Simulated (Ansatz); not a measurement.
**Calcium, diamond under LDA: structure, energy and stiffness**

Aim: take calcium in the diamond structure, relax it, solve it on a dense k-mesh, switch on spin-orbit coupling, then scale the cell to 7 volumes from 88 to 112 % of the relaxed one and try a fit of the equation of state. The k-meshes are 7×7×7 for the relaxation; 11×11×11 for the dense run; 7×7×7 for spin-orbit coupling; 8×8×8 for the volumes.

This is Ca in the diamond structure; at room conditions it is fcc.

Computed with Ansatz 0.2.0 (DFT LDA (PW92), plane waves (420 eV) with PAW, scalar-relativistic; the PAW data stem from PBE, with regenerated cores, unless a step says otherwise).

**1. The system as given**

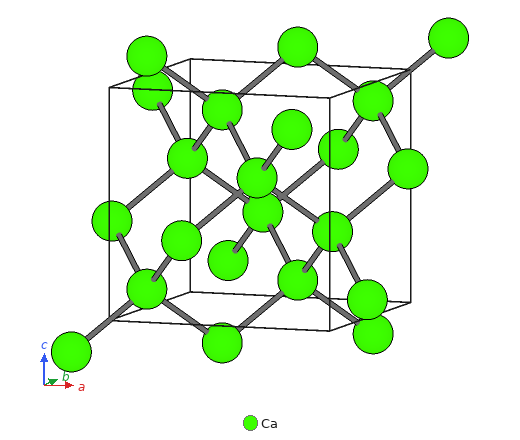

Start, viewed slightly off an axis; calcium green. The conventional cell is drawn; the run uses a primitive one. Any atoms on the faces are drawn again on the opposite ones, and bonded neighbours outside are added.

Structure file:

```cif
data_structure
_symmetry_space_group_name_H-M 'Fd-3m:1'
_symmetry_Int_Tables_number 227
_cell_length_a 7.7817
_cell_length_b 7.7817
_cell_length_c 7.7817
_cell_angle_alpha 90.000
_cell_angle_beta 90.000
_cell_angle_gamma 90.000
_cell_volume 471.22
loop_
_atom_site_label
_atom_site_type_symbol
_atom_site_symmetry_multiplicity
_atom_site_Wyckoff_symbol
_atom_site_fract_x
_atom_site_fract_y
_atom_site_fract_z
_atom_site_occupancy
Ca1 Ca 8 b 0.75000 0.75000 0.75000 1
```

**2. Relaxing cell and atoms**

input.yaml reads:

```yaml
crystal:
  lattice:
    - [0.0, 3.8908582557, 3.8908582557]
    - [3.8908582557, 0.0, 3.8908582557]
    - [3.8908582557, 3.8908582557, 0.0]
  atoms:
    - { symbol: Ca, position: [0.125, 0.125, 0.125] }
    - { symbol: Ca, position: [0.875, 0.875, 0.875] }
hamiltonian:
  xc: lda
  pseudopotentials:
    kind: paw
    azcp:
      Ca: "pseudopotentials/Ca.paw.azcp"
basis:
  ecutwfc: 420
  fft_grid_basis: typed
kpoints:
  mp_grid: { grid: [7, 7, 7], shift: [0, 0, 0] }
magnetization:
  spin_polarized: false
scf:
  occupations: { method: fermi_dirac, width: 0.1 }
relax:
  max_steps: 60
  f_tol: 0.01
  cell: {}
```

The log of the run, cut to the lines that bear on the results:

```text
Warning: <dir> the record states the generating functional pbe (its physics header spells it `PBE`), which answers neither for hamiltonian.xc's functional nor for the lda family's — results may be inconsistent (PPs are generated against a specific XC)
Warning: RAYON_NUM_THREADS=2 ignored (pool sized by the plan → 2); use --threads N
[...]
Pseudopotentials: kind: paw
Pseudopotential: Ca, paw, valence charge 10, recommended cutoff 420 eV (normal), <dir>
Functional definition: SPW92
[...]
Crystal: 2 atoms, lattice volume = 117.806 Å³
Basis set: ecut = 420 eV, 2277 PW (Γ)
Bands: 14, of which v1, the nominal top of the filled ones, is band 10 counted from 1 (9 counted from 0)
Symmetry: 48 space group operations
Space group: Fd-3m (ITA 227), of the structure as read, at distance tolerance 4.9e-5 Å
k-points: 20 of 343
[...]
SCF iter   1: F=—  HF=-3542.940293 eV  |F-HF|=—  |Δ(HF+E_count)|=         —  Δρ=3.15e-3  dr2=5.11e-3  ethr=1.77e-3  ⟨swp⟩=7.0  Hψ=1735  notcnv=0
[...]
relax step   1: F+E_penalty+E_count = -3542.94183412 eV  Δ(F+E_penalty+E_count) = +0.000e0 eV  max|allowed force component| = 3.469e-18 eV/Å  Δτ_max = 0.0000 Å  P = +0.876 GPa  Ω = 117.806 Å³  (6 SCF iters, dr2 threshold 1.00e-7 eV, accepted)
[...]
relax step   3: F+E_penalty+E_count = -3542.99871701 eV  Δ(F+E_penalty+E_count) = -3.540e-2 eV  max|allowed force component| = 6.014e-17 eV/Å  Δτ_max = 0.0000 Å  P = +0.004 GPa  Ω = 139.869 Å³  energy of the carried Pulay correction = -1.309e-4 eV  (6 SCF iters, dr2 threshold 2.00e-7 eV, accepted)
[...]
relax step   4: F+E_penalty+E_count = -3542.99950966 eV  Δ(F+E_penalty+E_count) = -7.926e-4 eV  max|allowed force component| = 3.701e-17 eV/Å  Δτ_max = 0.0000 Å  P = +0.018 GPa  Ω = 139.869 Å³  stress off target by 1.78e-2 GPa  SCF on the basis re-selected at this cell (its energy is not [...]
SCF converged after 6 iterations
Free energy (F): -3542.999510 eV
[...]
E sigma→0 (E₀):  -3542.939159 eV
Entropy (-TS):   -0.120701 eV (-60.350 meV/atom)
Fermi energy:    1.845552 eV
[...]
--- Forces (eV/Å), atoms counted from 1 ---
  atom   1  Ca    -0.00000000     0.00000000     0.00000000
  atom   2  Ca     0.00000000    -0.00000000    -0.00000000
[...]
--- Stress (GPa, compression-positive) ---
        0.017796       0.000000      -0.000000
        0.000000       0.017796       0.000000
        0.000000       0.000000       0.017796
  P = ⅓ Tr σ = 0.0178 GPa (0.178 kbar)
--- Band table (eV; the first three rows and the last of 20) ---
  k-point 0: bands = ["-40.7383", "-40.7080", "-21.9836", "-21.9836", "-21.9836", "-21.8893", "-21.8893", "-21.8893", "-1.2851", "2.4932", "2.4932", "2.4932", "2.6596", "2.6596"]
[...]
--- Relaxed structure (3 steps of the walk, 3 accepted, 1 SCFs on fresh bases) ---
  F+E_penalty+E_count = -3542.99950966 eV   max|allowed force component| = 3.701e-17 eV/Å   (the final SCF, on the basis selected at the relaxed cell)
  cell:  # Å, volume = 139.8690 Å³
    - [7.133520846053826e-34, 4.11999910611057, 4.11999910611057]
    - [4.11999910611057, -1.7579033513489788e-33, 4.11999910611057]
    - [4.11999910611057, 4.11999910611057, -2.624116596941229e-33]
  atoms:
    - { symbol: Ca, position: [0.125, 0.125, 0.125] }
    - { symbol: Ca, position: [0.8750000000000001, 0.8750000000000001, 0.8750000000000001] }
```

Wall time 4.1 s (2 threads of Arm Neoverse V1, shared host); peak memory 0.34 GiB.

Relaxation path:

```
step  energy change (meV/atom)  largest force (eV/Å)  pressure (GPa)  volume (Å³/atom)
   1                      0.00                0.0000            0.88            58.903
   2                    -10.74                0.0000            0.67            61.130
   3                    -28.44                0.0000            0.00            69.934
   4                    -28.84                0.0000            0.02            69.934
```

Steps that repeat a cell are solved on a basis chosen anew, so their changes of energy are no gain of the relaxation.

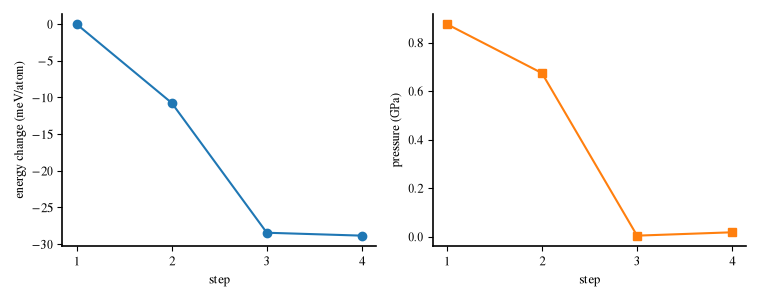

Energy and pressure over the accepted steps.

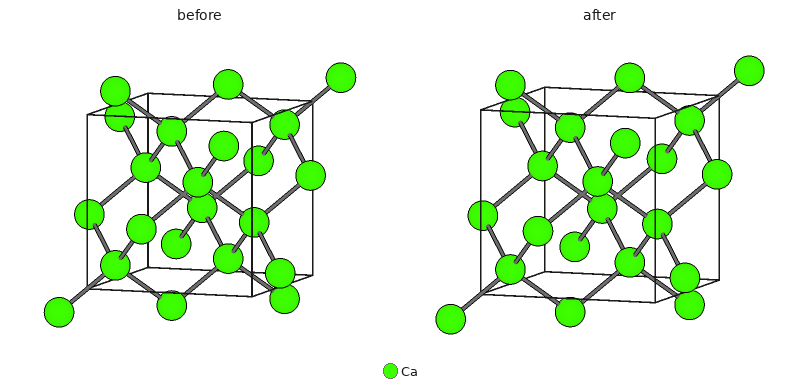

Before and after, at one scale. The cells drawn are those of the first picture.

The cell of the run, before and after:

|  | before | after | change |
| --- | --- | --- | --- |
| a (Å) | 5.503 | 5.827 | +5.9 % |
| b (Å) | 5.503 | 5.827 | +5.9 % |
| c (Å) | 5.503 | 5.827 | +5.9 % |
| volume (Å³/atom) | 58.903 | 69.934 | +18.7 % |
| shortest distance (Å) | 3.370 | 3.568 | +5.9 % |
| space group (spins left aside) | Fd-3m | Fd-3m | same |

**3. Single point on a dense mesh**

input.yaml reads:

```yaml
crystal:
  lattice:
    - [0.0, 4.1199991061, 4.1199991061]
    - [4.1199991061, 0.0, 4.1199991061]
    - [4.1199991061, 4.1199991061, 0.0]
  atoms:
    - { symbol: Ca, position: [0.125, 0.125, 0.125] }
    - { symbol: Ca, position: [0.875, 0.875, 0.875] }
hamiltonian:
  xc: lda
  pseudopotentials:
    kind: paw
    azcp:
      Ca: "pseudopotentials/Ca.paw.azcp"
basis:
  ecutwfc: 420
  fft_grid_basis: typed
kpoints:
  mp_grid: { grid: [11, 11, 11], shift: [0, 0, 0] }
magnetization:
  spin_polarized: false
scf:
  occupations: { method: fermi_dirac, width: 0.1 }
```

The log of the run, cut to the lines that bear on the results:

```text
Warning: <dir> the record states the generating functional pbe (its physics header spells it `PBE`), which answers neither for hamiltonian.xc's functional nor for the lda family's — results may be inconsistent (PPs are generated against a specific XC)
Warning: RAYON_NUM_THREADS=2 ignored (pool sized by the plan → 2); use --threads N
[...]
[... 3 set-up lines as earlier in the session ...]
[...]
Crystal: 2 atoms, lattice volume = 139.869 Å³
Basis set: ecut = 420 eV, 2733 PW (Γ)
Bands: 14, of which v1, the nominal top of the filled ones, is band 10 counted from 1 (9 counted from 0)
[... 1 set-up line as earlier in the session ...]
Space group: Fd-3m (ITA 227), of the structure as read, at distance tolerance 5.2e-5 Å
k-points: 56 of 1331
[...]
SCF iter   1: F=—  HF=-3543.000660 eV  |F-HF|=—  |Δ(HF+E_count)|=         —  Δρ=3.09e-3  dr2=1.83e-2  ethr=1.77e-3  ⟨swp⟩=6.8  Hψ=4843  notcnv=0
[...]
SCF iter   6: F=-3542.999538 eV  HF=-3542.999538 eV  |F-HF|=4.80e-9  |Δ(HF+E_count)|=   2.23e-6  Δρ=4.97e-6  dr2=7.10e-8  ethr=5.00e-10  ⟨swp⟩=1.2  Hψ=2091  notcnv=0
[...]
SCF converged after 6 iterations
Free energy (F): -3542.999538 eV
[...]
E sigma→0 (E₀):  -3542.939499 eV
Entropy (-TS):   -0.120078 eV (-60.039 meV/atom)
Fermi energy:    1.844075 eV
[...]
```

Run time: 2.2 s. Hardware: 2 threads of Arm Neoverse V1, shared host; peak memory 0.37 GiB.

**4. With spin-orbit coupling**

input.yaml: that of step 3 with these lines changed.

```diff
@@ -11,3 +11,3 @@
   pseudopotentials:
-    kind: paw
+    kind: paw_fr
     azcp:
@@ -18,6 +18,12 @@
 kpoints:
-  mp_grid: { grid: [11, 11, 11], shift: [0, 0, 0] }
+  mp_grid: { grid: [7, 7, 7], shift: [0, 0, 0] }
 magnetization:
-  spin_polarized: false
+  noncollinear: true
+  spin_orbit: true
 scf:
   occupations: { method: fermi_dirac, width: 0.1 }
+output:
+  write_density: true
+  write_potential: true
+  elf: true
+  volumetric_format: npy
```

The log of the run, cut to the lines that bear on the results:

```text
Warning: <dir> the record states the generating functional pbe (its physics header spells it `PBE`), which answers neither for hamiltonian.xc's functional nor for the lda family's — results may be inconsistent (PPs are generated against a specific XC)
Warning: RAYON_NUM_THREADS=2 ignored (pool sized by the plan → 2); use --threads N
[...]
Pseudopotentials: kind: paw_fr
Pseudopotential: Ca, paw_fr, valence charge 10, recommended cutoff 420 eV (normal), <dir>
[... 1 set-up line as earlier in the session ...]
[...]
non-collinear run that drives no moment, with spin-orbit: no starting moment large enough to seed its density (crystal.atoms[].spin), no starting occupations that ask for one, no magnetisation constraint and no magnetic field, so the semilocal B_xc is pinned to zero
Crystal: 2 atoms, lattice volume = 139.869 Å³
Basis set: ecut = 420 eV, 2733 PW (Γ)
Bands: 28, of which v1, the nominal top of the filled ones, is band 20 counted from 1 (19 counted from 0)
Symmetry: 48 space group operations + 48 with time reversal
[...]
Projection manifold: j_resolved (fully-relativistic pseudo-atomic orbitals)
[...]
SCF iter   1: F=—  HF=-3543.064900 eV  |F-HF|=—  |Δ(HF+E_count)|=         —  Δρ=4.24e-3  dr2=3.72e-2  dr2_m=0.00e0 (ungated)  ethr=3.10e-3  |M|=0.00e0 ∫|m|=0.00e0 μB  |m|>n=0.0e0 m-floor=0.0e0 τ_xc=0.0e0  β_m=0.30  ⟨swp⟩=9.7  Hψ=1725  notcnv=0
[...]
spin=Noncollinear: Kerker preconditioning applied to the charge; magnetization (m_x, m_y, m_z) channels mix plain (no charge-response kernel on spin).
[...]
SCF iter   7: F=-3543.067389 eV  HF=-3543.067389 eV  |F-HF|=2.39e-9  |Δ(HF+E_count)|=   5.40e-9  Δρ=1.61e-6  dr2=1.21e-8  dr2_m=0.00e0 (ungated)  ethr=5.00e-10  |M|=0.00e0 ∫|m|=0.00e0 μB  |m|>n=0.0e0 m-floor=0.0e0 τ_xc=0.0e0  ⟨swp⟩=2.5  Hψ=654  notcnv=0
[...]
SCF converged after 7 iterations
Magnetization: |M| = 0.0000 μB,  M = (+0.0000, +0.0000, +0.0000) μB
Absolute magnetization: 0.0000 μB (∫|m|)
  site 0: m = (+0.0000, +0.0000, +0.0000) μB, |m| = 0.0000 μB  (R = 1.47 Å)
  site 1: m = (+0.0000, +0.0000, +0.0000) μB, |m| = 0.0000 μB  (R = 1.47 Å)
Free energy (F): -3543.067389 eV
[...]
E sigma→0 (E₀):  -3543.007043 eV
Entropy (-TS):   -0.120694 eV (-60.347 meV/atom)
Fermi energy:    1.845555 eV
[...]
--- Band table (eV; the first three rows and the last of 20) ---
[...]
```

Wall time 8.9 s (2 threads of Arm Neoverse V1, shared host); peak memory 0.48 GiB.

Side by side:

```
                          scalar-relativistic      with spin-orbit coupling
         k-mesh                      11×11×11                         7×7×7
gap on the mesh  none (levels filled in part)  none (levels filled in part)
```

The meshes differ, so small differences between the columns need not come from spin-orbit coupling.

Axes a, b and c in the maps are those of this run's conventional cell (a, b, c = 8.240, 8.240, 8.240 Å).

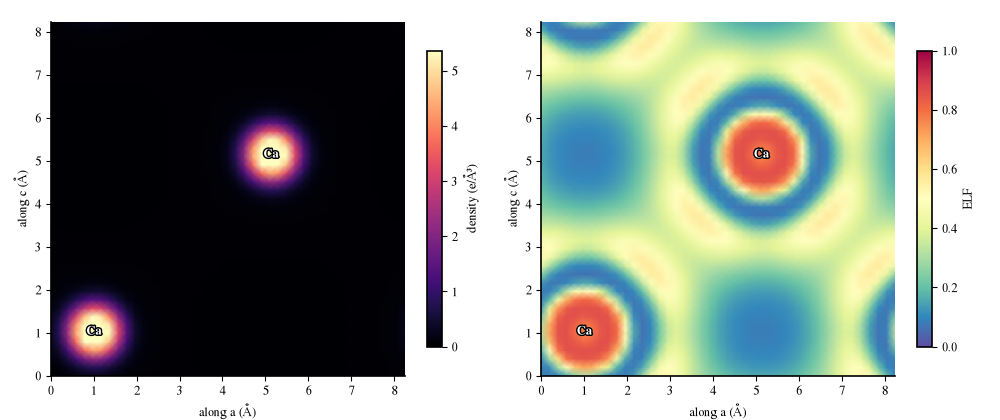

Density (left) and ELF (right) in a lattice plane of the grid's cell (edges 8.24 and 8.24 Å, at 0.125 of the third edge), which holds Ca. Only atoms in the plane are labelled; the density scale stops at 5.37 e/Å³. Both are smooth fields of the valence electrons: close to the nuclei they are not physical.

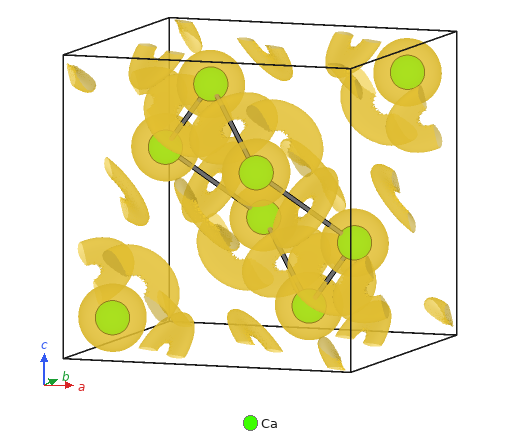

Surface of ELF = 0.56, drawn in one cell.

Outside the cores ELF peaks at 0.62 between the atoms, 2.0 Å from Ca.

**5. The cell scaled to 88 % of its volume**

input.yaml reads:

```yaml
crystal:
  lattice:
    - [0.0, 3.9481291056, 3.9481291056]
    - [3.9481291056, 0.0, 3.9481291056]
    - [3.9481291056, 3.9481291056, 0.0]
  atoms:
    - { symbol: Ca, position: [0.125, 0.125, 0.125] }
    - { symbol: Ca, position: [0.875, 0.875, 0.875] }
hamiltonian:
  xc: lda
  pseudopotentials:
    kind: paw
    azcp:
      Ca: "pseudopotentials/Ca.paw.azcp"
basis:
  ecutwfc: 420
  fft_grid_basis: typed
kpoints:
  mp_grid: { grid: [8, 8, 8], shift: [0, 0, 0] }
magnetization:
  spin_polarized: false
scf:
  occupations: { method: fermi_dirac, width: 0.1 }
  lower_state_search: "off"
output:
  stress: true
  write_density: true
  write_potential: true
  elf: true
  volumetric_format: npy
```

The log of the run, cut to the lines that bear on the results:

```text
Warning: <dir> the record states the generating functional pbe (its physics header spells it `PBE`), which answers neither for hamiltonian.xc's functional nor for the lda family's — results may be inconsistent (PPs are generated against a specific XC)
Warning: RAYON_NUM_THREADS=2 ignored (pool sized by the plan → 2); use --threads N
[...]
[... 3 set-up lines as earlier in the session ...]
[...]
Crystal: 2 atoms, lattice volume = 123.085 Å³
Basis set: ecut = 420 eV, 2421 PW (Γ)
Bands: 14, of which v1, the nominal top of the filled ones, is band 10 counted from 1 (9 counted from 0)
[... 1 set-up line as earlier in the session ...]
Space group: Fd-3m (ITA 227), of the structure as read, at distance tolerance 5.0e-5 Å
k-points: 29 of 512
[...]
SCF iter   1: F=—  HF=-3542.964983 eV  |F-HF|=—  |Δ(HF+E_count)|=         —  Δρ=3.09e-3  dr2=5.37e-3  ethr=1.77e-3  ⟨swp⟩=6.7  Hψ=2499  notcnv=0
[...]
SCF iter   6: F=-3542.966399 eV  HF=-3542.966399 eV  |F-HF|=6.12e-9  |Δ(HF+E_count)|=   2.88e-8  Δρ=1.64e-6  dr2=3.07e-9  ethr=1.98e-10  ⟨swp⟩=5.8  Hψ=2660  notcnv=0
[...]
SCF converged after 6 iterations
Free energy (F): -3542.966399 eV
[...]
E sigma→0 (E₀):  -3542.903652 eV
Entropy (-TS):   -0.125494 eV (-62.747 meV/atom)
Fermi energy:    2.398821 eV
[...]
--- Stress (GPa, compression-positive) ---
        0.642683      -0.000000      -0.000000
        0.000000       0.642683       0.000000
        0.000000       0.000000       0.642683
  P = ⅓ Tr σ = 0.6427 GPa (6.427 kbar)
--- Band table (eV; the first three rows and the last of 29) ---
  k-point 0: bands = ["-40.0154", "-39.9640", "-21.2877", "-21.2877", "-21.2877", "-21.1474", "-21.1474", "-21.1474", "-0.8780", "3.1069", "3.1069", "3.1069", "3.2092", "3.2092"]
[...]
```

Wall time 1.9 s (2 threads of Arm Neoverse V1, shared host); peak memory 0.34 GiB.

**6. The cell scaled to 92 % of its volume**

input.yaml: that of step 5 with these lines changed.

```diff
@@ -2,5 +2,5 @@
   lattice:
-    - [0.0, 3.9481291056, 3.9481291056]
-    - [3.9481291056, 0.0, 3.9481291056]
-    - [3.9481291056, 3.9481291056, 0.0]
+    - [0.0, 4.0070650946, 4.0070650946]
+    - [4.0070650946, 0.0, 4.0070650946]
+    - [4.0070650946, 4.0070650946, 0.0]
   atoms:
@@ -26,5 +26 @@
   stress: true
-  write_density: true
-  write_potential: true
-  elf: true
-  volumetric_format: npy
```

The log of the run, cut to the lines that bear on the results:

```text
Warning: <dir> the record states the generating functional pbe (its physics header spells it `PBE`), which answers neither for hamiltonian.xc's functional nor for the lda family's — results may be inconsistent (PPs are generated against a specific XC)
Warning: RAYON_NUM_THREADS=2 ignored (pool sized by the plan → 2); use --threads N
[...]
[... 3 set-up lines as earlier in the session ...]
[...]
Crystal: 2 atoms, lattice volume = 128.679 Å³
Basis set: ecut = 420 eV, 2565 PW (Γ)
Bands: 14, of which v1, the nominal top of the filled ones, is band 10 counted from 1 (9 counted from 0)
[... 2 set-up lines as earlier in the session ...]
k-points: 29 of 512
[...]
SCF iter   1: F=—  HF=-3542.983755 eV  |F-HF|=—  |Δ(HF+E_count)|=         —  Δρ=3.03e-3  dr2=7.12e-3  ethr=1.77e-3  ⟨swp⟩=6.8  Hψ=2514  notcnv=0
[...]
SCF iter   6: F=-3542.984877 eV  HF=-3542.984877 eV  |F-HF|=1.15e-8  |Δ(HF+E_count)|=   9.67e-8  Δρ=5.58e-6  dr2=6.73e-8  ethr=5.00e-10  ⟨swp⟩=3.0  Hψ=1550  notcnv=0
[...]
SCF converged after 6 iterations
Free energy (F): -3542.984877 eV
[...]
E sigma→0 (E₀):  -3542.923007 eV
Entropy (-TS):   -0.123739 eV (-61.870 meV/atom)
Fermi energy:    2.198015 eV
[...]
--- Stress (GPa, compression-positive) ---
        0.418049      -0.000000       0.000000
       -0.000000       0.418049       0.000000
       -0.000000       0.000000       0.418049
  P = ⅓ Tr σ = 0.4180 GPa (4.180 kbar)
```

It took 1.4 s on 2 threads of Arm Neoverse V1, shared host; peak memory 0.34 GiB.

**7. The cell scaled to 96 % of its volume**

input.yaml: that of step 6 with these lines changed.

```diff
@@ -2,5 +2,5 @@
   lattice:
-    - [0.0, 4.0070650946, 4.0070650946]
-    - [4.0070650946, 0.0, 4.0070650946]
-    - [4.0070650946, 4.0070650946, 0.0]
+    - [0.0, 4.0643166167, 4.0643166167]
+    - [4.0643166167, 0.0, 4.0643166167]
+    - [4.0643166167, 4.0643166167, 0.0]
   atoms:
@@ -26 +26,5 @@
   stress: true
+  write_density: true
+  write_potential: true
+  elf: true
+  volumetric_format: npy
```

The log of the run, cut to the lines that bear on the results:

```text
Warning: <dir> the record states the generating functional pbe (its physics header spells it `PBE`), which answers neither for hamiltonian.xc's functional nor for the lda family's — results may be inconsistent (PPs are generated against a specific XC)
Warning: RAYON_NUM_THREADS=2 ignored (pool sized by the plan → 2); use --threads N
[...]
[... 3 set-up lines as earlier in the session ...]
[...]
Crystal: 2 atoms, lattice volume = 134.274 Å³
Basis set: ecut = 420 eV, 2685 PW (Γ)
Bands: 14, of which v1, the nominal top of the filled ones, is band 10 counted from 1 (9 counted from 0)
[... 1 set-up line as earlier in the session ...]
Space group: Fd-3m (ITA 227), of the structure as read, at distance tolerance 5.1e-5 Å
k-points: 29 of 512
[...]
SCF iter   1: F=—  HF=-3542.995897 eV  |F-HF|=—  |Δ(HF+E_count)|=         —  Δρ=3.03e-3  dr2=1.18e-2  ethr=1.77e-3  ⟨swp⟩=6.7  Hψ=2480  notcnv=0
[...]
SCF iter   6: F=-3542.995788 eV  HF=-3542.995788 eV  |F-HF|=3.88e-9  |Δ(HF+E_count)|=   9.18e-7  Δρ=4.53e-6  dr2=3.49e-8  ethr=5.00e-10  ⟨swp⟩=7.0  Hψ=2817  notcnv=0
[...]
SCF converged after 6 iterations
Free energy (F): -3542.995788 eV
[...]
E sigma→0 (E₀):  -3542.934969 eV
Entropy (-TS):   -0.121639 eV (-60.820 meV/atom)
Fermi energy:    2.013612 eV
[...]
--- Stress (GPa, compression-positive) ---
        0.209791       0.000000      -0.000000
        0.000000       0.209791      -0.000000
        0.000000      -0.000000       0.209791
  P = ⅓ Tr σ = 0.2098 GPa (2.098 kbar)
--- Band table (eV; the first three rows and the last of 29) ---
  k-point 0: bands = ["-40.5152", "-40.4792", "-21.7684", "-21.7684", "-21.7684", "-21.6612", "-21.6612", "-21.6612", "-1.1631", "2.6806", "2.6806", "2.6806", "2.8286", "2.8286"]
[...]
```

Wall time 2 s (2 threads of Arm Neoverse V1, shared host); peak memory 0.35 GiB.

**8. The cell scaled to 100 % of its volume**

input.yaml: that of step 7 with these lines changed.

```diff
@@ -2,5 +2,5 @@
   lattice:
-    - [0.0, 4.0643166167, 4.0643166167]
-    - [4.0643166167, 0.0, 4.0643166167]
-    - [4.0643166167, 4.0643166167, 0.0]
+    - [0.0, 4.1199991061, 4.1199991061]
+    - [4.1199991061, 0.0, 4.1199991061]
+    - [4.1199991061, 4.1199991061, 0.0]
   atoms:
@@ -26,5 +26 @@
   stress: true
-  write_density: true
-  write_potential: true
-  elf: true
-  volumetric_format: npy
```

The log of the run, cut to the lines that bear on the results:

```text
Warning: <dir> the record states the generating functional pbe (its physics header spells it `PBE`), which answers neither for hamiltonian.xc's functional nor for the lda family's — results may be inconsistent (PPs are generated against a specific XC)
Warning: RAYON_NUM_THREADS=2 ignored (pool sized by the plan → 2); use --threads N
[...]
[... 3 set-up lines as earlier in the session ...]
[...]
Crystal: 2 atoms, lattice volume = 139.869 Å³
Basis set: ecut = 420 eV, 2733 PW (Γ)
Bands: 14, of which v1, the nominal top of the filled ones, is band 10 counted from 1 (9 counted from 0)
[... 2 set-up lines as earlier in the session ...]
k-points: 29 of 512
[...]
SCF iter   1: F=—  HF=-3543.001102 eV  |F-HF|=—  |Δ(HF+E_count)|=         —  Δρ=3.07e-3  dr2=1.79e-2  ethr=1.77e-3  ⟨swp⟩=6.7  Hψ=2490  notcnv=0
[...]
SCF iter   6: F=-3542.999758 eV  HF=-3542.999758 eV  |F-HF|=1.49e-8  |Δ(HF+E_count)|=   2.03e-6  Δρ=7.33e-6  dr2=7.49e-8  ethr=5.00e-10  ⟨swp⟩=3.0  Hψ=1866  notcnv=0
[...]
SCF converged after 6 iterations
Free energy (F): -3542.999758 eV
[...]
E sigma→0 (E₀):  -3542.939936 eV
Entropy (-TS):   -0.119644 eV (-59.822 meV/atom)
Fermi energy:    1.843819 eV
[...]
--- Stress (GPa, compression-positive) ---
        0.020224       0.000000       0.000000
        0.000000       0.020224      -0.000000
        0.000000      -0.000000       0.020224
  P = ⅓ Tr σ = 0.0202 GPa (0.202 kbar)
```

It took 2.2 s on 2 threads of Arm Neoverse V1, shared host; peak memory 0.36 GiB.

[end of part 1 of 2]
